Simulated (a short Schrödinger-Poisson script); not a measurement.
Structure: MOS inversion layer, SiO2 on p-type Si(100), at 300 K.

```tsv
layer	material	thickness (nm)	Na (cm⁻³)
1	SiO2	1.5	-
2	Si	500	3.8e17
```

The device is made up for the run: typed textbook-type constants, with dimensions and the other settings drawn at random. SiO2: permittivity 3.9, conduction-band edge (eV) 3.15, gap (eV) 9, electron mass (mₑ) 0.5. Si: permittivity 11.7, conduction-band edge (eV) 0, gap (eV) 1.124, Nv at 300 K (cm⁻³) 3.1e19.

Channel valleys (confinement mass, in-plane density-of-states mass, number): Δ2 0.916, 0.19, 2; Δ4 0.19, 0.417, 4. At the gate the conduction-band edge of layer 1 lies 3.3 eV − eVg above the Fermi level of the channel; the field vanishes at the back. Gaps are held at their typed values at every temperature. Mesh 0.03 nm at interfaces.

Solved with a short Schrödinger-Poisson script written for these runs: 1D Poisson equation in equilibrium, electrons quantum, Hartree (BenDaniel-Duke, 12 states a valley, the channel's in-plane mass for all, wave functions ending at the dielectric), parabolic valleys, classical holes, full ionisation, no traps, pinning or gate leakage.

Only gate voltages with over 1e8 electrons/cm² are shown.

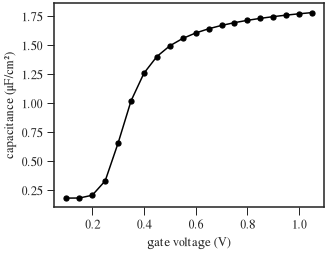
Figure. Quasi-static capacitance against gate voltage

| Vg (V) | electrons (cm⁻²) | C (μF/cm²) | Δ2 E0 (meV) | Δ2 E1 (meV) | Δ4 E0 (meV) | Δ4 E1 (meV) |
|---|---|---|---|---|---|---|
| 0.1 | 2.41e8 | 0.184 | 265.9 | 323.0 | 318.5 | 412.3 |
| 0.15 | 1.32e9 | 0.185 | 221.4 | 279.7 | 275.1 | 370.9 |
| 0.2 | 7.18e9 | 0.209 | 177.2 | 236.6 | 232.0 | 329.7 |
| 0.25 | 3.64e10 | 0.333 | 134.7 | 195.3 | 190.6 | 290.2 |
| 0.3 | 1.44e11 | 0.659 | 98.4 | 160.5 | 155.7 | 257.0 |
| 0.35 | 3.81e11 | 1.02 | 72.3 | 136.2 | 131.5 | 234.4 |
| 0.4 | 7.24e11 | 1.26 | 54.4 | 120.6 | 115.9 | 220.2 |
| 0.45 | 1.13e12 | 1.40 | 41.4 | 109.9 | 105.3 | 210.9 |
| 0.5 | 1.58e12 | 1.50 | 31.2 | 102.1 | 97.6 | 204.4 |
| 0.55 | 2.05e12 | 1.56 | 22.9 | 96.1 | 91.7 | 199.6 |
| 0.6 | 2.54e12 | 1.61 | 15.7 | 91.3 | 87.0 | 195.8 |
| 0.65 | 3.05e12 | 1.64 | 9.4 | 87.2 | 83.0 | 192.8 |
| 0.7 | 3.56e12 | 1.67 | 3.7 | 83.7 | 79.6 | 190.3 |
| 0.75 | 4.09e12 | 1.70 | -1.5 | 80.7 | 76.7 | 188.2 |
| 0.8 | 4.62e12 | 1.72 | -6.4 | 78.0 | 74.1 | 186.4 |
| 0.85 | 5.15e12 | 1.73 | -10.9 | 75.6 | 71.7 | 184.8 |
| 0.9 | 5.70e12 | 1.75 | -15.3 | 73.3 | 69.5 | 183.4 |
| 0.95 | 6.24e12 | 1.76 | -19.4 | 71.3 | 67.6 | 182.1 |
| 1 | 6.79e12 | 1.77 | -23.4 | 69.3 | 65.7 | 180.9 |
| 1.05 | 7.35e12 | 1.78 | -27.2 | 67.5 | 64.0 | 179.8 |

Subbands count from the Fermi level.
